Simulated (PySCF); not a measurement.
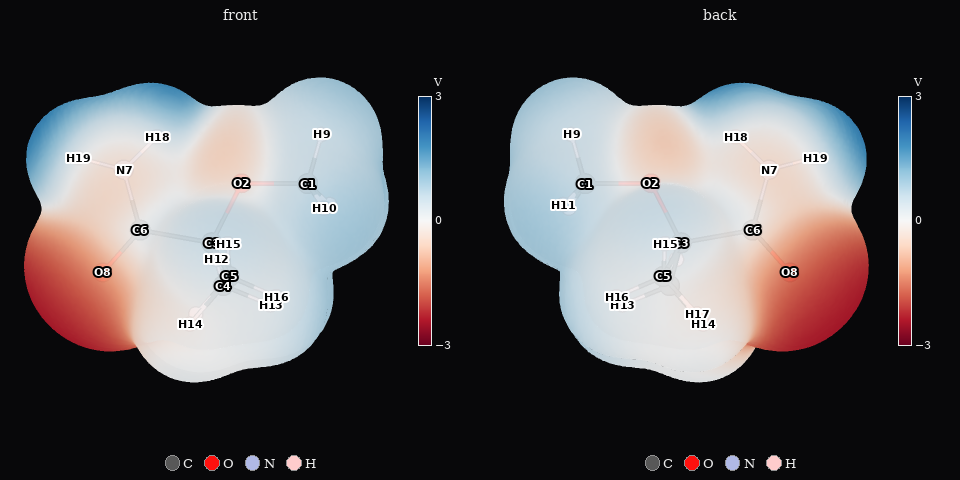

Figure. C₅H₁₁NO₂ (SMILES COC(C)(C)C(N)=O). The electrostatic potential painted on the density surface at 0.002 e/bohr³, seen from the front and from behind; red is negative and blue positive.

Geometry: GFN2-xTB.

Computed with KT3/pcSseg-1, SCF density, in a dimethylsulfoxide solvent model, non-relativistic in PySCF.

```xyz
19

C    -1.5393    1.4733    0.3814
O    -0.2370    0.9798    0.5879
C     0.1076   -0.2252   -0.0933
C     0.0476   -0.0763   -1.6192
C    -0.7403   -1.4192    0.3633
C     1.5760   -0.5413    0.2689
N     2.1734    0.3689    1.0531
O     2.1282   -1.5374   -0.1442
H    -1.6139    2.3686    0.9974
H    -1.7120    1.7463   -0.6639
H    -2.3037    0.7589    0.7000
H     0.5416    0.8446   -1.9226
H    -0.9802   -0.0670   -1.9745
H     0.5664   -0.9183   -2.0685
H    -0.8119   -1.4292    1.4491
H    -1.7399   -1.3805   -0.0634
H    -0.2539   -2.3332    0.0343
H     1.6530    1.1675    1.3712
H     3.1286    0.2288    1.3356
```

**Describe the electrostatic potential map.**

The most negative region (about −2.4 V) lies over O8, the most positive (about +1.9 V) over H19. O8 is the likeliest acceptor of a hydrogen bond.

**What dipole moment does the calculation give?**

Its dipole moment is 4.31 D.
